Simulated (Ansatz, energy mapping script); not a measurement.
# YNiO2 in the infinite layer structure: exchange couplings from total energies

How strongly do the moments of YNiO2 in the infinite layer structure couple under LDA? The plan is to run several orders and fit a Heisenberg model.

Main program and level: Ansatz 0.2.0; LDA; plane waves, collinear spin, no spin–orbit coupling.

## 1. The structure

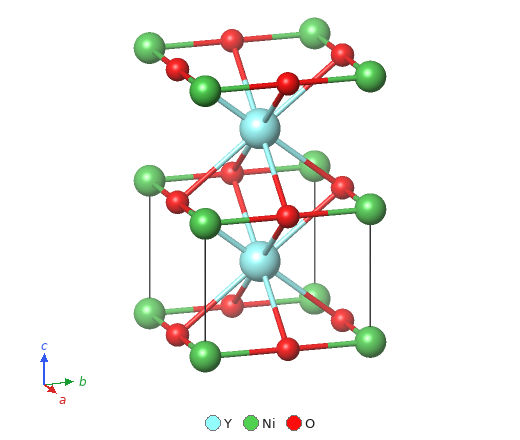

The starting structure, seen slightly off an axis (yttrium teal, nickel green, oxygen red). 1×1×2 cells are drawn. Some periodic images of atoms are drawn too.

This cell was built for the study (infinite layer prototype, lattice guessed from radii), not taken from an experiment; the compound need not form in this structure.

The cell was relaxed beforehand in Ansatz under PBE with U = 6 eV on Ni d, ortho-atomic projectors, from parallel moments.

No correction acts on the open shell here, which makes this the cheap baseline.

## 2. Run 1 (parallel; cell A, 8 atoms)

The parallel order is the zero of energy for this cell and mesh.

Input file input.yaml:

```yaml
crystal:
  lattice:
    - [3.932394766, 0.0, 0.0]
    - [0.0, 3.932394766, 3.103120039]
    - [0.0, -3.932394766, 3.103120039]
  atoms:
    - { symbol: "Y", position: [0.5, 0.5, 0.0] }
    - { symbol: "Y", position: [0.5, 0.0, 0.5] }
    - { symbol: Ni, position: [0.0, 0.0, 0.0], spin: 2.0 }
    - { symbol: Ni, position: [0.0, 0.5, 0.5], spin: 2.0 }
    - { symbol: O, position: [0.5, 0.0, 0.0] }
    - { symbol: O, position: [0.5, 0.5, 0.5] }
    - { symbol: O, position: [0.0, 0.25, 0.75] }
    - { symbol: O, position: [0.0, 0.75, 0.25] }
magnetization:
  spin_polarized: true
kpoints:
  mp_grid: { grid: [9, 8, 8] }
hamiltonian:
  xc: lda
scf:
  occupations: { method: fermi_dirac, width: 0.05 }
output:
  eigenvalues: true
```

Command:

```bash
ansatz run input.yaml --threads 4 --pin off --max-ram 8192MiB --backend cpu --events-out ev --progress --plain --runs-dir out
```

Numbers of over 12 decimals in the logs are rounded to 6 here.

Output:

```text
Engine: ansatz 0.2.0, aarch64-unknown-linux-gnu
Pseudopotentials: kind: paw
Pseudopotential: Y, paw, valence charge 11, recommended cutoff 420 eV (normal), Y.paw.azcp
Pseudopotential: Ni, paw, valence charge 18, recommended cutoff 420 eV (normal), Ni.paw.azcp
Pseudopotential: O, paw, valence charge 6, recommended cutoff 420 eV (normal), O.paw.azcp
Functional definition: SPW92
  exchange = slater_x
  correlation = pw_c
Crystal: 8 atoms, lattice volume = 95.972 Å³
Basis set: ecut = 420 eV, 1895 PW (Γ)
Bands: 52, of which v1, the nominal top of the filled ones, is band 41 counted from 1 (40 counted from 0)
Symmetry: 16 space group operations
Space group: P4/mmm (ITA 123), of the structure as read, at distance tolerance 4.6e-5 Å
Magnetic group: BNS 123.339 (UNI 999), of the structure as read, at distance tolerance 4.6e-5 Å
k-points: 105 of 576
Non-local potential: Y, projectors of the file, l = 0: 3, l = 1: 2, l = 2: 2, l = 3: 1
Non-local potential: Ni, projectors of the file, l = 0: 3, l = 1: 2, l = 2: 3, l = 3: 1
Non-local potential: O, projectors of the file, l = 0: 2, l = 1: 2, l = 2: 1
PAW form: soft (Blöchl's): semilocal exchange-correlation on the pseudo side does not see the compensation charge
PAW frozen core: Y, regenerated for the run's functional, and the local potential with it (the file was generated under x = pbe(κ = 0.804, μ = 0.219515), c = pbe(β = 0.066725))
PAW frozen core: Ni, regenerated for the run's functional, and the local potential with it (the file was generated under x = pbe(κ = 0.804, μ = 0.219515), c = pbe(β = 0.066725))
PAW frozen core: O, regenerated for the run's functional, and the local potential with it (the file was generated under x = pbe(κ = 0.804, μ = 0.219515), c = pbe(β = 0.066725))
PAW one-centre angular grid: Y, 590 points (default); XC on 64 Gauss nodes
PAW one-centre angular grid: Ni, 590 points (default); XC on 64 Gauss nodes
PAW one-centre angular grid: O, 110 points (default); XC on 64 Gauss nodes
Initial density: superposition of atomic densities (chi_scale 0.1, normalization cell, long waves kept (reshape's long-wave potential 0.00 eV rms))
Starting moments: Σ|m| = 4 μB on 2 of 8 sites
Initial wavefunctions: pseudopotential atomic-orbital guess
Functional: x = slater, c = lda
SCF iter   1: F=—  HF=-21263.403053 eV  |F-HF|=—  |Δ(HF+E_count)|=         —  Δρ=1.74e-1 (↑7.46e-2 ↓1.74e-1)  dr2=1.50e1  dr2_m=1.09e1  M=0.576 μB ∫|m|=0.704 μB  β_m=0.30  ethr=3.10e-3  ⟨swp⟩=5.9  Hψ=36200  notcnv=0  defer=31
Mixer restart at iter 1: flushing history
preconditioner: auto → Kerker (q_TF=auto, 2.658 Å⁻¹)  [metal: Δε(μ)=0.014 eV  Ē_g=12.367 eV  σ=0.050 eV  W_gap=0.07  n_scr=34 (ndim 8)  ℏωp=29.8 eV  f_vac=0.000  D(μ)=2.42/eV (n_scr^D=18)]
spin=Collinear: Kerker preconditioning applied to the charge; magnetization (m = ρ↑ − ρ↓) channel mixes plain (no charge-response kernel on spin).
SCF iter   2: F=—  HF=-21264.941750 eV  |F-HF|=—  |Δ(HF+E_count)|=    1.54e0  Δρ=9.44e-2 (↑6.94e-2 ↓9.44e-2)  dr2=2.05e0  dr2_m=5.33e0  M=0.605 μB ∫|m|=0.730 μB  β_m=0.48  ethr=3.10e-3  ⟨swp⟩=3.0  Hψ=23316  notcnv=0  defer=714
SCF iter   3: F=—  HF=-21266.259997 eV  |F-HF|=—  |Δ(HF+E_count)|=    1.32e0  Δρ=7.31e-2 (↑1.08e-2 ↓7.31e-2)  dr2=4.32e0  dr2_m=1.26e0  M=0.294 μB ∫|m|=0.363 μB  β_m=0.49  ethr=2.50e-3  ⟨swp⟩=2.4  Hψ=17229  notcnv=0  defer=709
SCF iter   4: F=—  HF=-21266.372933 eV  |F-HF|=—  |Δ(HF+E_count)|=   1.13e-1  Δρ=1.45e-2 (↑1.45e-2 ↓9.39e-3)  dr2=1.70e-1  dr2_m=8.15e-2  M=0.191 μB ∫|m|=0.234 μB  β_m=0.55  ethr=2.50e-3  ⟨swp⟩=3.0  Hψ=21398  notcnv=0  defer=707
SCF iter   5: F=—  HF=-21266.278669 eV  |F-HF|=—  |Δ(HF+E_count)|=   9.43e-2  Δρ=5.17e-3 (↑5.17e-3 ↓5.10e-3)  dr2=6.05e-2  dr2_m=8.54e-3  M=0.098 μB ∫|m|=0.122 μB  β_m=0.78  ethr=2.07e-4  ⟨swp⟩=2.2  Hψ=16443  notcnv=0  defer=734
SCF iter   6: F=—  HF=-21266.297007 eV  |F-HF|=—  |Δ(HF+E_count)|=   1.83e-2  Δρ=5.67e-3 (↑5.67e-3 ↓4.60e-3)  dr2=7.28e-2  dr2_m=2.85e-4  M=0.043 μB ∫|m|=0.050 μB  β_m=0.89  ethr=7.38e-5  ⟨swp⟩=2.1  Hψ=16806  notcnv=0  defer=744
SCF iter   7: F=—  HF=-21266.298985 eV  |F-HF|=—  |Δ(HF+E_count)|=   1.98e-3  Δρ=9.16e-4 (↑9.16e-4 ↓4.96e-4)  dr2=1.24e-3  dr2_m=7.89e-5  M=0.023 μB ∫|m|=0.026 μB  β_m=0.92  ethr=7.38e-5  ⟨swp⟩=2.0  Hψ=14814  notcnv=0  defer=739
SCF iter   8: F=—  HF=-21266.298823 eV  |F-HF|=—  |Δ(HF+E_count)|=   1.62e-4  Δρ=4.12e-4 (↑2.35e-4 ↓4.12e-4)  dr2=4.11e-5  dr2_m=7.97e-5  M=0.011 μB ∫|m|=0.013 μB  β_m=0.96  ethr=1.51e-6  ⟨swp⟩=2.2  Hψ=19012  notcnv=0  defer=728
SCF iter   9: F=—  HF=-21266.298813 eV  |F-HF|=—  |Δ(HF+E_count)|=   1.02e-5  Δρ=1.88e-4 (↑1.88e-4 ↓6.73e-5)  dr2=6.30e-5  dr2_m=3.75e-6  M=0.004 μB ∫|m|=0.005 μB  β_m=0.98  ethr=5.01e-8  ⟨swp⟩=2.0  Hψ=18476  notcnv=0  defer=728
[...]
SCF 1 converged in 15 iterations: F = -21266.298815 eV  dr2 = 5.51e-9
  greatest PAW one-centre occupation: 1.002 electrons in one spin orbital (limit 2), on the Ni atom at site 3 (counted from 0), in its partial waves of l = 1
Starting moments: Σ|m| = 6 μB on 4 of 8 sites
[...]
preconditioner: auto → Kerker (q_TF=auto, 2.658 Å⁻¹)  [metal: Δε(μ)=0.027 eV  Ē_g=13.210 eV  σ=0.050 eV  W_gap=0.13  n_scr=34 (ndim 8)  ℏωp=29.8 eV  f_vac=0.000  D(μ)=1.67/eV (n_scr^D=8)]
spin=Collinear: Kerker preconditioning applied to the charge; magnetization (m = ρ↑ − ρ↓) channel mixes plain (no charge-response kernel on spin).
[...]
spin-set hold released at iteration 6 (site moments contracting): the magnetisation degrees of freedom join the quasi-Newton model from the next iteration; the mixer history was flushed
[...]
SCF iter  14: F=—  HF=-21266.298806 eV  |F-HF|=—  |Δ(HF+E_count)|=   8.26e-5  Δρ=1.50e-4 (↑7.35e-5 ↓1.50e-4)  dr2=1.15e-5  dr2_m=7.57e-6  M=0.019 μB ∫|m|=0.021 μB  β_m=0.95  ethr=1.11e-7  ⟨swp⟩=2.0  Hψ=18746  notcnv=0  defer=741
SCF iter  15: F=—  HF=-21266.298815 eV  |F-HF|=—  |Δ(HF+E_count)|=   9.36e-6  Δρ=5.91e-5 (↑5.91e-5 ↓3.67e-5)  dr2=7.00e-6  dr2_m=2.10e-7  M=0.003 μB ∫|m|=0.003 μB  β_m=0.91  ethr=1.40e-8  ⟨swp⟩=2.0  Hψ=18856  notcnv=0  defer=741
SCF iter  16: F=—  HF=-21266.298815 eV  |F-HF|=—  |Δ(HF+E_count)|=   3.56e-7  Δρ=2.62e-5 (↑2.62e-5 ↓2.49e-5)  dr2=2.11e-6  dr2_m=5.74e-9  M=0.000 μB ∫|m|=0.000 μB  β_m=0.80  ethr=8.54e-9  ⟨swp⟩=1.8  Hψ=12153  notcnv=0  defer=741
iter 17 did not close the SCF: its close was put off for a magnetic moment that had not settled (scf_convergence_deferred on its scf_iter line)
SCF iter  17: F=-21266.298814 eV  HF=-21266.298814 eV  |F-HF|=2.36e-8  |Δ(HF+E_count)|=   3.42e-7  Δρ=1.16e-5 (↑1.16e-5 ↓6.85e-6)  dr2=5.04e-8  dr2_m=6.37e-8  M=-0.002 μB ∫|m|=0.002 μB  β_m=0.85  ethr=1.22e-10  ⟨swp⟩=2.0  Hψ=30398  notcnv=0
iter 18 did not close the SCF: its close was put off for a magnetic moment that had not settled (scf_convergence_deferred on its scf_iter line)
SCF iter  18: F=-21266.298815 eV  HF=-21266.298815 eV  |F-HF|=1.05e-8  |Δ(HF+E_count)|=   8.43e-8  Δρ=3.56e-6 (↑3.56e-6 ↓2.25e-6)  dr2=1.33e-8  dr2_m=1.51e-9  M=-0.000 μB ∫|m|=0.000 μB  β_m=0.73  ethr=6.15e-11  ⟨swp⟩=1.0  Hψ=30662  notcnv=0
iter 19 did not close the SCF: its close was put off for a magnetic moment that had not settled (scf_convergence_deferred on its scf_iter line)
SCF iter  19: F=-21266.298815 eV  HF=-21266.298815 eV  |F-HF|=2.22e-9  |Δ(HF+E_count)|=   1.23e-9  Δρ=1.17e-6 (↑1.17e-6 ↓8.86e-7)  dr2=3.07e-9  dr2_m=1.35e-10  M=-0.000 μB ∫|m|=0.000 μB  β_m=0.86  ethr=1.62e-11  ⟨swp⟩=1.8  Hψ=26914  notcnv=0
SCF iter  20: F=-21266.298815 eV  HF=-21266.298815 eV  |F-HF|=1.86e-10  |Δ(HF+E_count)|=  4.47e-10  Δρ=3.37e-7 (↑3.37e-7 ↓3.10e-7)  dr2=2.96e-10  dr2_m=1.24e-11  M=-0.000 μB ∫|m|=0.000 μB  ethr=3.75e-12  ⟨swp⟩=1.5  Hψ=23213  notcnv=0
SCF 2 converged in 20 iterations: F = -21266.298815 eV  dr2 = 2.96e-10
WARN: the starting moments were not kept: the SCF closed with an absolute magnetisation of 2.8e-6 μB, where they sum to 4 μB in size (2 sites). That is at most 0.1 of that sum. Measured as dr2_m measures the in/out step, that magnetisation stands 8.6e-12 eV from none, at or under the dr2_threshold of 1.0e-7 eV: it is no larger than a step whose dr2_m would equal this threshold. The system may hold no moment; this SCF [...]
SCF converged after 15 iterations
Magnetization: -0.0000 μB (41.0000 up, 41.0000 down)
Absolute magnetization: 0.0000 μB (∫|ρ↑−ρ↓|, with the PAW one-centre terms)
Spin contamination: 0.0000 ħ² per cell (⟨S²⟩ above its minimum at these occupations)
Per-site moments (μB) at R_I (Å): [(2.9155709160016183e-8, 1.033168), (2.9155709160016183e-8, 1.033168), (-1.144303772610432e-6, 0.811056), (-1.144303772610432e-6, 0.811056), (-4.284249782168365e-8, 0.811056), (-4.284249782168365e-8, 0.811056), (-3.1403183150045457e-8, 0.811056), (-3.1403183150045457e-8, 0.811056)]
Free energy (F): -21266.298815 eV
Harris-Foulkes:  -21266.298815 eV  (|F-HF|=5.10e-9)
Internal energy: -21266.273594 eV  (E = F + TS)
E sigma→0 (E₀):  -21266.286204 eV
Entropy (-TS):   -0.025221 eV (-3.153 meV/atom)
Fermi energy:    13.551288 eV
--- Per-component energies (eV) ---
  E_band       = -813.296235
  E_kinetic    = 1868.543919
  E_local      = -10967.692228  (includes V_loc(G=0)·N_el)
  E_nonlocal   = 1598.664129
  E_hartree    = 4501.463910
  E_xc         = -801.661957
  E_vxc        = -987.820390  (∫ρ·V_xc dr)
  E_paw        = -9172.130204  (= ΣΔE_a)
  E_vpaw       = -1327.936742  (= ΣTr[D̂ρ^β])
  E_aug_tail   = 0.010645  (compensation charges beyond the density's cutoff)
  E_ewald      = -8295.386906
  E_core_change = 1.915098  (= ΣΔE_core)
  E_smearing   = -0.025221  (= −TS)
  E_closure    = 0.000000  (closes the sum)
  Σ components = -21266.298815   (vs F -21266.298815, Δ=0.00e0)
--- Band table (eV; the first three rows and the last of 210) ---
  k-point 0 ↑: bands = [... 37 lower, 12.4455, 12.5715, 12.7039, 12.7090, 12.9688, 13.7565, 14.8704, 16.2123, ... 7 higher]
  k-point 1 ↑: bands = [... 37 lower, 12.5144, 12.5451, 12.6470, 12.6883, 13.1340, 13.6427, 15.0456, 16.3867, ... 7 higher]
  k-point 2 ↑: bands = [... 37 lower, 12.4652, 12.4737, 12.6340, 12.6755, 13.4195, 13.5965, 15.5150, 16.5911, ... 7 higher]
  k-point 104 ↓: bands = [... 37 lower, 12.7062, 13.0004, 13.0226, 13.7425, 15.2828, 15.4313, 16.2414, 16.6089, ... 7 higher]
```

Run time: 51 s. Hardware: 4 threads of Arm Neoverse V2, shared host; peak memory 0.94 GiB.

In the SCF lines HF is the Harris–Foulkes energy and dr2 the Hartree energy of the density residual, in eV; the loop may stop once dr2 is under the threshold and the program's other checks hold. Hψ counts applications of the Hamiltonian.

No atom keeps a moment above 0.05 μB.

The run ends non-magnetic, not as typed: a moment turned or collapsed in the SCF or in the program's search for a lower state.

## 3. Order 2: parallel, cell B of 8 atoms

The parallel order again, as the reference for this cell.

This run holds the same structure in another cell (a 3.932 → 3.103 Å, b 5.009 → 5.561 Å, c 5.009 → 5.561 Å, α 103.4 → 90.0°).

Input file input.yaml:

```yaml
crystal:
  lattice:
    - [0.0, 0.0, -3.103120039]
    - [3.932394766, 3.932394766, 0.0]
    - [3.932394766, -3.932394766, 0.0]
  atoms:
    - { symbol: "Y", position: [0.5, 0.5, 0.0] }
    - { symbol: "Y", position: [0.5, 0.0, 0.5] }
    - { symbol: Ni, position: [0.0, 0.0, 0.0], spin: 2.0 }
    - { symbol: Ni, position: [0.0, 0.5, 0.5], spin: 2.0 }
    - { symbol: O, position: [0.0, 0.25, 0.25] }
    - { symbol: O, position: [0.0, 0.75, 0.75] }
    - { symbol: O, position: [0.0, 0.25, 0.75] }
    - { symbol: O, position: [0.0, 0.75, 0.25] }
magnetization:
  spin_polarized: true
kpoints:
  mp_grid: { grid: [12, 7, 7] }
hamiltonian:
  xc: lda
scf:
  occupations: { method: fermi_dirac, width: 0.05 }
output:
  eigenvalues: true
```

Output:

```text
[...]
Crystal: 8 atoms, lattice volume = 95.972 Å³
Basis set: ecut = 420 eV, 1879 PW (Γ)
Bands: 52, of which v1, the nominal top of the filled ones, is band 41 counted from 1 (40 counted from 0)
Symmetry: 32 space group operations
[...]
k-points: 70 of 588
[...]
Starting moments: Σ|m| = 4 μB on 2 of 8 sites
[...]
SCF iter   1: F=—  HF=-21263.371604 eV  |F-HF|=—  |Δ(HF+E_count)|=         —  Δρ=1.73e-1 (↑7.31e-2 ↓1.73e-1)  dr2=1.50e1  dr2_m=1.07e1  M=0.624 μB ∫|m|=0.734 μB  β_m=0.30  ethr=3.10e-3  ⟨swp⟩=6.1  Hψ=24334  notcnv=0  defer=12
[...]
SCF iter  17: F=-21266.297702 eV  HF=-21266.297702 eV  |F-HF|=7.28e-12  |Δ(HF+E_count)|=  3.64e-12  Δρ=6.47e-8 (↑6.47e-8 ↓3.16e-8)  dr2=7.19e-12  dr2_m=3.78e-13  M=0.000 μB ∫|m|=0.000 μB  ethr=1.00e-12  ⟨swp⟩=7.5  Hψ=20870  notcnv=0
SCF 1 converged in 17 iterations: F = -21266.297702 eV  dr2 = 7.19e-12
[...]
Symmetry: 16 space group operations
[...]
Starting moments: Σ|m| = 4 μB on 2 of 8 sites; this step starts from the density that it was given
[...]
SCF 2 converged in 8 iterations: F = -21266.315948 eV  dr2 = 2.04e-10
[...]
SCF 3 converged in 2 iterations: F = -21266.315948 eV  dr2 = 8.08e-11
[...]
Starting moments: Σ|m| = 6 μB on 4 of 8 sites
[...]
SCF 4 converged in 21 iterations: F = -21266.297702 eV  dr2 = 1.32e-11
WARN: the starting moments were not kept: 1 of 2 ended reversed and 1 kept their direction, counting a site from 0.1 of the cell's largest site moment. The largest reversed, site 2 (counted from 0, in the order of the report's site_moments_mub), started with +2.0 μB and closes at -4.9e-1 μB in its sphere. The net magnetisation is 1.5e-7 μB in size, at most 0.1 of the 4 μB that the starting moments add up to as vector [...]
SCF converged after 2 iterations
Magnetization: -0.0000 μB (41.0000 up, 41.0000 down)
Absolute magnetization: 1.2175 μB (∫|ρ↑−ρ↓|, with the PAW one-centre terms)
[...]
Per-site moments (μB) at R_I (Å): [(-1.6208562561303412e-9, 1.033168), (-1.6208566510247245e-9, 1.033168), (-0.491975, 0.811056), (0.491975, 0.811056), (-1.774734041340341e-8, 0.811056), (-1.774734042463788e-8, 0.811056), (-1.774734041803882e-8, 0.811056), (-1.774734042000248e-8, 0.811056)]
Free energy (F): -21266.315948 eV
[...]
Internal energy: -21266.297609 eV  (E = F + TS)
E sigma→0 (E₀):  -21266.306778 eV
Entropy (-TS):   -0.018338 eV (-2.292 meV/atom)
Fermi energy:    13.506233 eV
[...]
--- Band table (eV; the first three rows and the last of 140) ---
  k-point 0 ↑: bands = [... 37 lower, 12.3956, 12.5787, 12.9635, 13.0368, 13.0368, 14.8671, 15.3326, 15.5568, ... 7 higher]
  k-point 1 ↑: bands = [... 37 lower, 12.5464, 12.5643, 12.9926, 13.0157, 13.0742, 15.1118, 15.1743, 15.3811, ... 7 higher]
  k-point 2 ↑: bands = [... 37 lower, 12.4568, 12.8767, 12.9561, 12.9789, 13.3507, 14.7555, 14.9437, 15.7147, ... 7 higher]
  k-point 69 ↓: bands = [... 37 lower, 12.6965, 12.7068, 12.7236, 13.5951, 14.0951, 15.6280, 16.2577, 16.6091, ... 7 higher]
```

Elapsed: 98 s, on 4 threads; peak memory 2.1 GiB.

Spin moment in the sphere by atom:

```csv
atom,spin moment in the sphere (μB)
Y1,0.000
Y2,0.000
Ni3,-0.492
Ni4,0.492
O5,0.000
O6,0.000
O7,0.000
O8,0.000
```

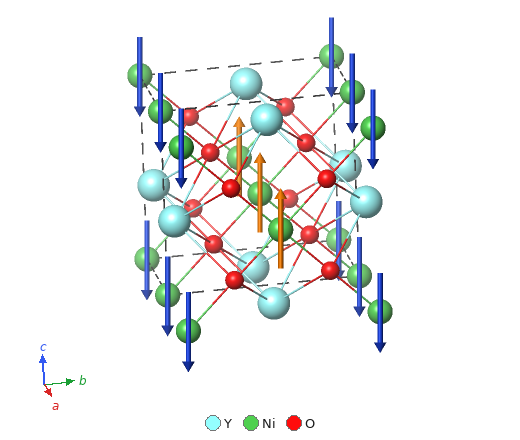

Spin moment in the sphere as arrows, the longest 0.492 μB. Up and down stand for the sign. Arrows give size and sign along the axis of quantisation, drawn up and down the page. The two directions have two colours. 2×1×1 cells are drawn. Some periodic images of atoms are drawn too.

The run ends antiferromagnetic, not as typed: a moment turned or collapsed in the SCF or in the program's search for a lower state.

(Part 1 of 2 ends here.)

[Logs and program files are shortened in this print: banners, set-up blocks, solver, clock and traceback lines can be left out without a mark of their own.]

[Logs are printed without paths, hosts, clocks, repeated set-up lines and the standing remarks that a program may print on its own settings, such as how far it seeks lower states.]

[Hosts, paths, dates, database ids (printed as entryN), source tags and the programs' standing remarks are cut or masked in the printed files.]

[Where a cell is said to come from a database of computed structures, the database is the Materials Project.]
